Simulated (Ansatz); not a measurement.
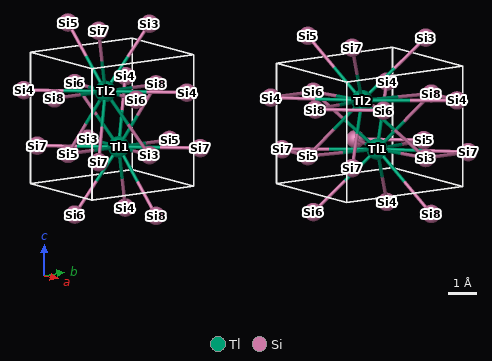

Two geometries of a crystal of TlSi$_{3}$ (built on the Ni3Sn (D0_19)_194 type) (coarse preliminary run), drawn at one scale. One is the start of a relaxation, the other its converged end. Style: ball-and-stick. Shown: the cell of the calculation, slightly off an axis.

Level of theory: DFT PBE, scalar-relativistic, plane waves, PAW (Ansatz). Settings: plane-wave cutoff 420 eV; k-point mesh 3 × 3 × 4; occupations gaussian; smearing width 0.1 eV; no spin polarisation; cell and atoms relaxed; force threshold 0.04 eV/Å; at most 70 steps.

Q: Which of the two is the end point?

A: The right one is the relaxed one. Case: Ni3Sn (D0_19) type (P6_3/mmc, No. 194). After 7 accepted moves (9 points after the start) the energy has fallen by 386 meV per atom. Largest force component: 0.71 eV/Å at the start, 0.016 eV/Å at the end. Pressure: 2.95 GPa at the start and 0.13 GPa at the end. The line search rejected the trial step at point 5 of the run. At 1 point the geometry stayed and the basis and grid were re-selected for the new cell (energy shift of 3.7 meV per atom at most each time). The largest moves relative to the cell, 0.53 Å, are those of Si3, Si4, Si5, Si6, Si7 and Si8. Si8 goes along [2 1 0]. Tl stays in place. Cell: a = b 5.993 → 6.840 Å (+14.1 %), c 4.810 → 4.406 Å (−8.4 %). Volume +19.3 %. Near-neighbour distances that change, for instance: Si3–Si5 2.991 → 4.334 Å, Si3–Si5 (another image) 3.003 → 2.506 Å, Tl1–Si3 2.997 → 3.460 Å, Tl1–Si4 2.961 → 3.334 Å. The space group stays P6_3/mmc (No. 194).
